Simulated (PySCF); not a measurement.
Vertical excitations of a molecule CH6ClGeN from TDA-LC-ωPBE/def2-SVPD (PySCF 2.14.0), as energy in eV (oscillator strength): 7.40 (0.073), 7.88 (0.038), 7.95 (0.065), 8.50 (0.142), 8.82 (0.017), 8.86 (0.001), 8.94 (0.048), 9.11 (0.117), 9.25 (0.032), 9.39 (0.020). Lowest triplet (TDA): 6.79 eV. Geometry: PBE0-D3(BJ)/def2-SVP. The values are those of a single conformer.

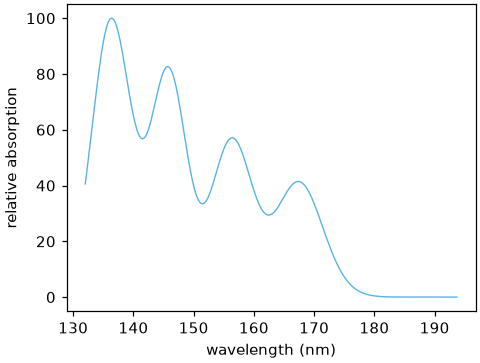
The lines broadened by 0.4 eV.

Question: Which structure fits?
(A) [CH3][Ge@H]([NH2])[Cl]
(B) N[CH2][GeH2][Cl]
(C) C[NH][GeH2][Cl]

Answer: A, [CH3][Ge@H]([NH2])[Cl]
